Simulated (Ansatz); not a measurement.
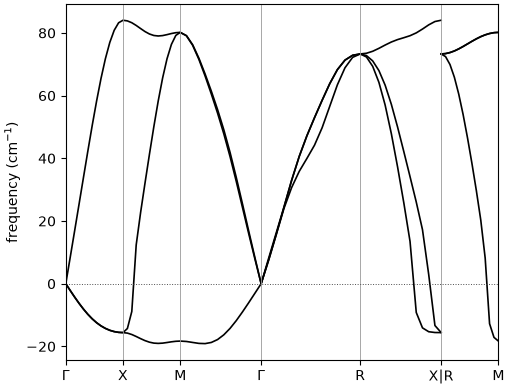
Fig. 1. Phonon dispersion of Tl (simple cubic, Pm-3m), plane-wave PAW r²SCAN (Ansatz code); imaginary frequencies are drawn negative

Question: Is this phase dynamically stable?

Answer: No: a branch reaches about 19i cm⁻¹ near M.

Question: How high does the spectrum reach?

Answer: About 84 cm⁻¹ (2.5 THz).

The cell is a constructed one: a structure type filled with these elements; neither database checked (COD, Materials Project) lists it. It is not the phase usual at ambient conditions (space group No. 194). The r²SCAN relaxation kept the symmetry of its start. At this level the phase is mechanically unstable. As this level gives no gap, phonon frequencies hold no LO–TO term and depend on the k-mesh and smearing (Fermi–Dirac, 0.1 eV here). Spin–orbit coupling is left out wherever it is not named.

Potentials: the later of the program's two PAW sets.
